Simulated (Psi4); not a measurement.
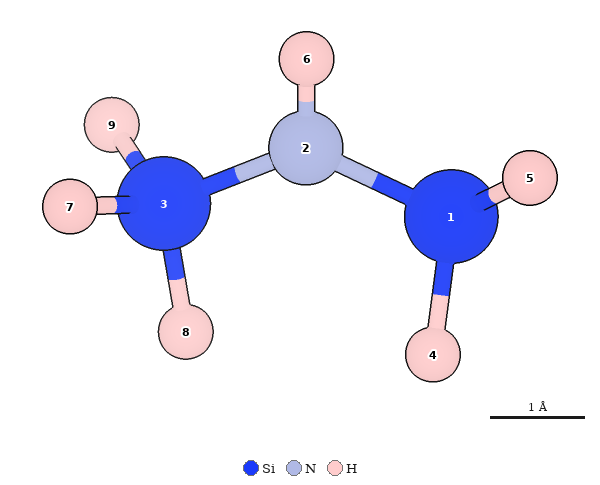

*The structure as given in the input (ball-and-stick view, seen at a tilt; atoms are numbered from 1 in the order of the input).*

# Single-point calculation of Si2NH6 (part 1 of 2)

The run: single-point calculation of Si2NH6, multiplicity 2, SMILES [SiH2]N[SiH3]. Method and program: OMP2/cc-pVDZ, UHF (Psi4 1.11).

The geometry comes from this level: PBE0-D4/def2-TZVP.

**The input (run.py)**
```python
import numpy as np
from ase.calculators.psi4 import Psi4
from ase import Atoms

mol = Atoms(['Si', 'N', 'Si', 'H', 'H', 'H', 'H', 'H', 'H'], positions=[
    [-1.200900, 0.925300, -0.948400],
    [0.196900, 0.625800, 0.025200],
    [0.611700, -0.820500, 0.880200],
    [-1.616500, -0.372000, -1.554500],
    [-0.842900, 1.913400, -2.010900],
    [0.764100, 1.439300, 0.222200],
    [1.982600, -1.276500, 0.525400],
    [-0.378200, -1.853400, 0.488500],
    [0.571600, -0.627700, 2.355400],
])
calc = Psi4(atoms=mol, method='omp2', basis='cc-pVDZ', memory='2200MB', num_threads=1, charge=0, multiplicity=2, label='psi4-calc', reference='uhf')
calc.psi4.set_options({'puream': True, 'e_convergence': 1e-09, 'd_convergence': 1e-08, 'scf_type': 'pk', 'num_frozen_docc': 11, 'maxiter': 100})
mol.calc = calc

print(f'energy: {mol.get_potential_energy():.6f} eV')
```

Machine: 1 thread of Intel Xeon (Sapphire Rapids), 32 GiB of memory available, shared host.

Command:
```bash
python run.py
```

**Log**
```
=> Loading Basis Set <=

    Name: CC-PVDZ
    Role: ORBITAL
    Keyword: BASIS

         ---------------------------------------------------------
                                   SCF
                              UHF Reference
                        1 Threads,   2098 MiB Core
         ---------------------------------------------------------

  ==> Geometry <==

    Molecular point group: c1
    Full point group: C1

    Geometry (in Angstrom), charge = 0, multiplicity = 2:

       Center              X                  Y                   Z               Mass
    ------------   -----------------  -----------------  -----------------  -----------------
         SI          -1.026667594682     0.781726714825    -0.928284648700    27.976926534650
         N            0.371132405318     0.482226714825     0.045315351300    14.003074004430
         SI           0.785932405318    -0.964073285175     0.900315351300    27.976926534650
         H           -1.442267594682    -0.515573285175    -1.534384648700     1.007825032230
         H           -0.668667594682     1.769826714825    -1.990784648700     1.007825032230
         H            0.938332405318     1.295726714825     0.242315351300     1.007825032230
         H            2.156832405318    -1.420073285175     0.545515351300     1.007825032230
         H           -0.203967594682    -1.996973285175     0.508615351300     1.007825032230
         H            0.745832405318    -0.771273285175     2.375515351300     1.007825032230

  Running in c1 symmetry.

  Rotational constants: A =      0.92088  B =      0.10501  C =      0.09845 [cm^-1]
  Rotational constants: A =  27607.23634  B =   3148.02463  C =   2951.52028 [MHz]
  Nuclear repulsion =  147.533691464414403

  Charge       = 0
  Multiplicity = 2
  Electrons    = 41
  Nalpha       = 21
  Nbeta        = 20

  ==> Algorithm <==

  SCF Algorithm Type is PK.
  DIIS enabled.
  MOM disabled.
  Fractional occupation disabled.
  Guess Type is SAD.
  Energy threshold   = 1.00e-09
  Density threshold  = 1.00e-08
  Integral threshold = 1.00e-12

  ==> Primary Basis <==

  Basis Set: CC-PVDZ
    Blend: CC-PVDZ
    Number of shells: 40
    Number of basis functions: 80
    Number of Cartesian functions: 83
    Spherical Harmonics?: true
    Max angular momentum: 2

  ==> Integral Setup <==

  Using in-core PK algorithm.
   Calculation information:
      Number of atoms:                   9
      Number of AO shells:              40
      Number of primitives:            152
      Number of atomic orbitals:        83
      Number of basis functions:        80

      Integral cutoff                 1.00e-12
      Number of threads:                 1

  Performing in-core PK
  Using 10500840 doubles for integral storage.
  We computed 329342 shell quartets total.
  Whereas there are 336610 unique shell quartets.

  ==> DiskJK: Disk-Based J/K Matrices <==

    J tasked:                  Yes
    K tasked:                  Yes
    wK tasked:                  No
    Memory [MiB]:             1573
    Schwarz Cutoff:          1E-12

  Minimum eigenvalue in the overlap matrix is 1.0716764775E-02.
  Reciprocal condition number of the overlap matrix is 2.2950423422E-03.
    Using symmetric orthogonalization.

  ==> Pre-Iterations <==

  SCF Guess: Superposition of Atomic Densities via on-the-fly atomic UHF (no occupation information).

   -------------------------
    Irrep   Nso     Nmo
   -------------------------
     A         80      80
   -------------------------
    Total      80      80
   -------------------------

  ==> Iterations <==

                        Total Energy        Delta E     RMS |[F,P]|

   @UHF iter SAD:  -635.04822229950173   -6.35048e+02   0.00000e+00
   @UHF iter   1:  -635.70189477976908   -6.53672e-01   4.99686e-03 ADIIS/DIIS
   @UHF iter   2:  -635.77074105860845   -6.88463e-02   3.00007e-03 ADIIS/DIIS
   @UHF iter   3:  -635.79814940058736   -2.74083e-02   5.26758e-04 ADIIS/DIIS
   @UHF iter   4:  -635.80021657679652   -2.06718e-03   9.39668e-05 DIIS
   @UHF iter   5:  -635.80032228752407   -1.05711e-04   3.73556e-05 DIIS
   @UHF iter   6:  -635.80034426545092   -2.19779e-05   1.31312e-05 DIIS
   @UHF iter   7:  -635.80034731374451   -3.04829e-06   3.74351e-06 DIIS
   @UHF iter   8:  -635.80034752817335   -2.14429e-07   1.27897e-06 DIIS
   @UHF iter   9:  -635.80034755367740   -2.55041e-08   5.56604e-07 DIIS
   @UHF iter  10:  -635.80034755885936   -5.18196e-09   2.07108e-07 DIIS
   @UHF iter  11:  -635.80034755954046   -6.81098e-10   6.72832e-08 DIIS
   @UHF iter  12:  -635.80034755960708   -6.66205e-11   2.35425e-08 DIIS
   @UHF iter  13:  -635.80034755961412   -7.04858e-12   8.52528e-09 DIIS
  Energy and wave function converged.

  ==> Post-Iterations <==

   @Spin Contamination Metric:   4.693857940E-03
   @S^2 Expected:                7.500000000E-01
   @S^2 Observed:                7.546938579E-01
   @S   Expected:                5.000000000E-01
   @S   Observed:                5.000000000E-01

    Orbital Energies [Eh]
    ---------------------

    Alpha Occupied:

       1A    -68.798050     2A    -68.797895     3A    -15.547610
       4A     -6.145502     5A     -6.144206     6A     -4.256274
       7A     -4.250971     8A     -4.250458     9A     -4.250007
      10A     -4.248897    11A     -4.248298    12A     -1.144452
      13A     -0.740902    14A     -0.715324    15A     -0.602691
      16A     -0.531780    17A     -0.512466    18A     -0.484608
      19A     -0.471175    20A     -0.436267    21A     -0.305642

    Alpha Virtual:

      22A      0.131695    23A      0.170111    24A      0.189060
      25A      0.198157    26A      0.216438    27A      0.224716
      28A      0.232866    29A      0.254847    30A      0.394670
      31A      0.415033    32A      0.420235    33A      0.435312
      34A      0.450809    35A      0.463625    36A      0.493361
      37A      0.525736    38A      0.534715    39A      0.554477
      40A      0.589687    41A      0.615015    42A      0.625305
      43A      0.640030    44A      0.659001    45A      0.729202
      46A      0.788023    47A      0.816257    48A      0.937031
      49A      1.044712    50A      1.055596    51A      1.069615
      52A      1.145098    53A      1.152403    54A      1.180767
      55A      1.306251    56A      1.346963    57A      1.488727
      58A      1.509587    59A      1.539346    60A      1.585009
      61A      1.651146    62A      1.709839    63A      1.757924
      64A      1.789035    65A      1.848920    66A      1.864335
      67A      1.892404    68A      1.934546    69A      2.099618
      70A      2.148572    71A      2.157253    72A      2.222099
      73A      2.234312    74A      2.280243    75A      2.347580
      76A      2.359948    77A      2.537019    78A      2.653819
      79A      2.674688    80A      3.205815

    Beta Occupied:

       1A    -68.797960     2A    -68.792888     3A    -15.542688
       4A     -6.144304     5A     -6.137441     6A     -4.251166
       7A     -4.250524     8A     -4.250055     9A     -4.245830
      10A     -4.245161    11A     -4.236802    12A     -1.130575
      13A     -0.732763    14A     -0.692896    15A     -0.590228
      16A     -0.516999    17A     -0.500641    18A     -0.479334
      19A     -0.460421    20A     -0.402815

    Beta Virtual:

      21A      0.071524    22A      0.141634    23A      0.190267
      24A      0.193094    25A      0.208614    26A      0.221006
      27A      0.235287    28A      0.244659    29A      0.263440
      30A      0.406329    31A      0.419085    32A      0.430159
      33A      0.440274    34A      0.468921    35A      0.498363
      36A      0.505684    37A      0.538113    38A      0.553080
      39A      0.569310    40A      0.604454    41A      0.625359
      42A      0.637633    43A      0.663008    44A      0.684631
      45A      0.735626    46A      0.794438    47A      0.849662
      48A      0.940721    49A      1.049650    50A      1.064854
      51A      1.078101    52A      1.145968    53A      1.161120
      54A      1.192924    55A      1.312174    56A      1.349337
      57A      1.488852    58A      1.513891    59A      1.543706
      60A      1.594813    61A      1.655890    62A      1.713406
      63A      1.762256    64A      1.793147    65A      1.854070
      66A      1.870429    67A      1.895623    68A      1.936170
      69A      2.101368    70A      2.152677    71A      2.160046
      72A      2.225944    73A      2.236338    74A      2.284714
      75A      2.352422    76A      2.366450    77A      2.544654
      78A      2.661782    79A      2.679562    80A      3.208278

    Final Occupation by Irrep:
              A
    DOCC [    20 ]
    SOCC [     1 ]
    NA   [    21 ]
    NB   [    20 ]

  @UHF Final Energy:  -635.80034755961412

   => Energetics <=

    Nuclear Repulsion Energy =            147.5336914644144031
    One-Electron Energy =               -1173.3831110509063365
    Two-Electron Energy =                 390.0490720268778091
    Total Energy =                       -635.8003475596140106

  UHF NO Occupations:
  HONO-2 :   19  A 1.9996156
  HONO-1 :   20  A 1.9981990
  HONO-0 :   21  A 1.0000000
  LUNO+0 :   22  A 0.0018010
  LUNO+1 :   23  A 0.0003844
  LUNO+2 :   24  A 0.0000745
  LUNO+3 :   25  A 0.0000445

Computation Completed

Properties will be evaluated at   0.000000,   0.000000,   0.000000 [a0]

Properties computed using the SCF density matrix

 Multipole Moments:

 ------------------------------------------------------------------------------------
     Multipole            Electronic (a.u.)      Nuclear  (a.u.)        Total (a.u.)
 ------------------------------------------------------------------------------------

 L = 1.  Multiply by 2.5417464519 to convert [e a0] to [Debye]
 Dipole X            :         -1.2365110            1.4243407            0.1878297
 Dipole Y            :          1.8294367           -1.5412695            0.2881672
 Dipole Z            :          0.0339679            0.1368717            0.1708397
 Magnitude           :                                                    0.3840658

 ------------------------------------------------------------------------------------

	total time  =          5 seconds =       0.08 minutes
  Constructing Basis Sets for DFOCC...

   => Loading Basis Set <=

    Name: (CC-PVDZ AUX)
    Role: JKFIT
    Keyword: DF_BASIS_SCF

   => Loading Basis Set <=

    Name: (CC-PVDZ AUX)
    Role: RIFIT
    Keyword: DF_BASIS_CC
```
